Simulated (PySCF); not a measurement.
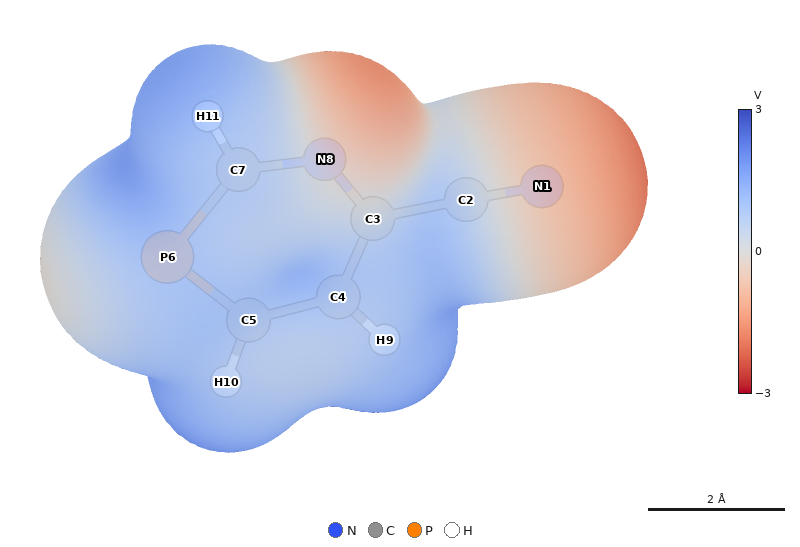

The picture shows: C₅H₃N₂P (SMILES N#Cc1ccpcn1). The molecular electrostatic potential painted on the density surface at 0.004 e/bohr³, seen at a tilt; the colour scale runs from red (negative) to blue (positive).

Geometry: GFN2-xTB.

All numbers below come from PySCF 2.14.0, PBE0/pcSseg-1, SCF density, gas phase, non-relativistic.

```
atom    x (Å)    y (Å)    z (Å)
   N   3.3459  -0.5909  -0.0716
   C   2.2373  -0.3021  -0.0544
   C   0.8505   0.0072  -0.0301
   C  -0.0651  -1.0473   0.0689
   C  -1.4242  -0.8311   0.0987
   P  -2.1729   0.7387   0.0174
   C  -0.7090   1.6997  -0.0921
   N   0.5296   1.2959  -0.1041
   H   0.3216  -2.0563   0.1226
   H  -2.0818  -1.6889   0.1778
   H  -0.8265   2.7777  -0.1592
```

**Where is the surface potential most negative and most positive?**

The most negative region (about −1.9 V) lies over N1, the most positive (about +2.0 V) over H9 and H10. N1 is the likeliest acceptor of a hydrogen bond.

**What dipole moment does the calculation give?**

Its dipole moment is 4.35 D.
